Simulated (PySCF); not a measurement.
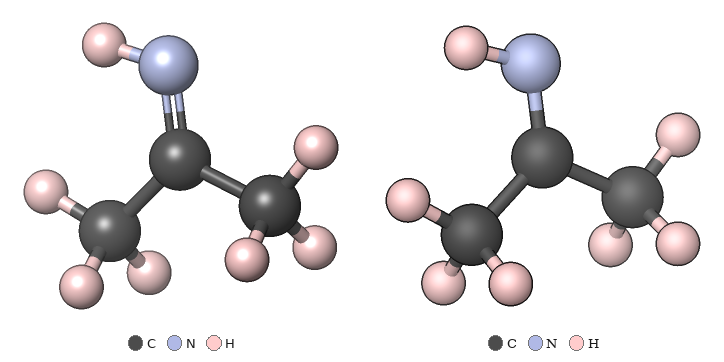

Both panels show the same species.

The computed structure is the end point of a PBE0-D3(BJ)/def2-SVP optimisation. No frequency run is at hand to confirm it as a minimum.

Describe the molecule.

It has 11 atoms: 3 carbon, 7 hydrogen and 1 nitrogen (C3H7N). As SMILES it reads `CC(C)=N`. It has no ring. Among its groups: imine. This geometry has Cs symmetry. Coordination: 2 C tetrahedral; 1 C trigonal planar; 1 N bent.

The parts below concern this one geometry. Atoms keep their numbers from picture to picture.

### Charges

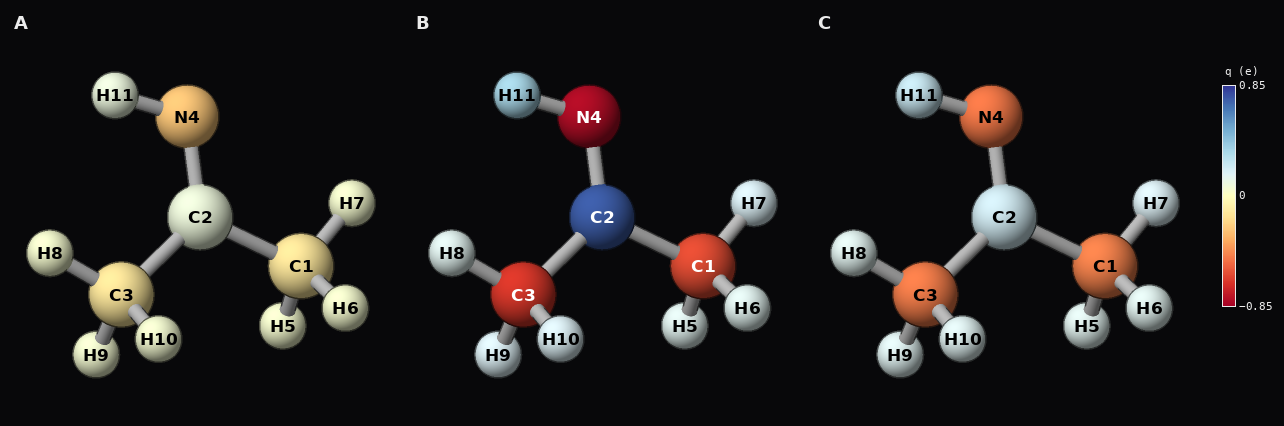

Atomic charges of one calculation by 3 schemes, on one colour scale. No frequency run is at hand to confirm it as a minimum. Method: PBE0/aug-cc-pVDZ (PySCF 2.14.0).

The schemes are ESP-fitted, Hirshfeld, IAO. Which panel shows which?

A Hirshfeld, B ESP-fitted, C IAO.

List the charges (e), one line for each set of equivalent atoms. Atoms whose distances differ by more than 0.02 Å in this geometry are listed apart.

```csv
atom,Hirshfeld,ESP-fitted,IAO
C1,−0.13,−0.60,−0.45
C2,0.09,0.74,0.21
C3,−0.12,−0.65,−0.46
N4,−0.25,−0.80,−0.47
H5,0.05,0.15,0.15
H6,0.05,0.15,0.15
H7,0.05,0.18,0.17
H8,0.05,0.15,0.15
H9,0.05,0.17,0.16
H10,0.05,0.17,0.16
H11,0.09,0.34,0.24
```

### NMR shielding

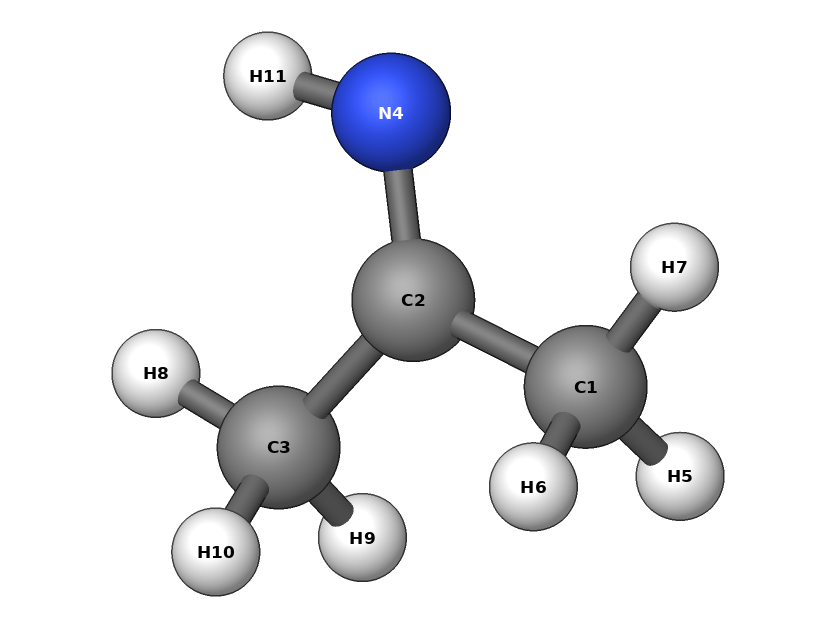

The questions are on isotropic NMR shieldings of the C atoms. No frequency run is at hand to confirm it as a minimum. Method: GIAO PBE0/aug-cc-pVDZ NMR shielding, non-relativistic, gas phase (PySCF 2.14.0).

Give the isotropic NMR shieldings of the C atoms atom by atom.

| atom | σ (ppm) |
| --- | --- |
| C1 | 168.5 |
| C2 | 18.9 |
| C3 | 165.0 |

### Electronic properties

No frequency run is at hand to confirm it as a minimum. Method: PBE0/cc-pVTZ, gas phase (PySCF 2.14.0).

What does the calculation give?

- dipole moment: 2.39 D
- HOMO energy (Kohn–Sham orbital): −7.38 eV
- LUMO energy (Kohn–Sham orbital): 0.25 eV
- HOMO–LUMO gap: 7.64 eV
